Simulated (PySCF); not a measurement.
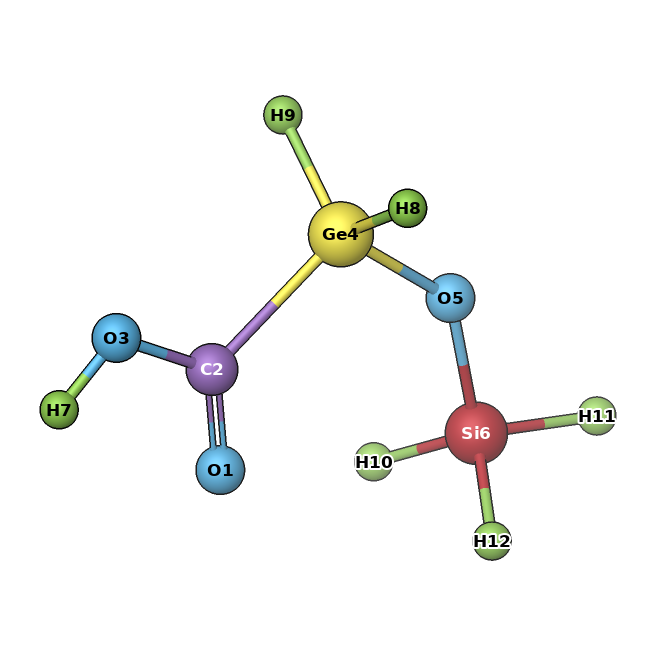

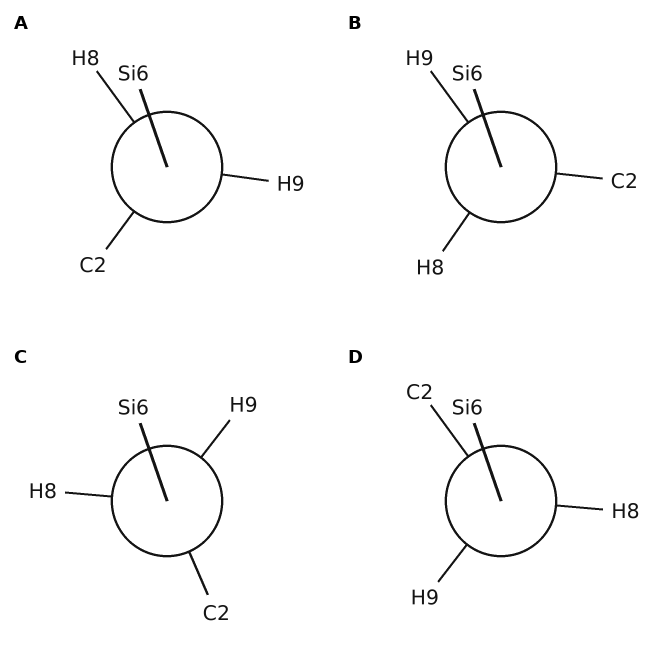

Depth is shown by fading: the farther an atom, the more it takes the colour of the background. Bonds that would overlap in a projection are set slightly apart. The computed structure is the end point of a PBE0-D3(BJ)/def2-SVP optimisation. No frequency run is at hand to confirm it as a minimum.

### Which Newman projection shows the view along O5–Ge4, with O5 in front?

D. The torsion angle Si6–O5–Ge4–C2 is −4°, synperiplanar (eclipsed).
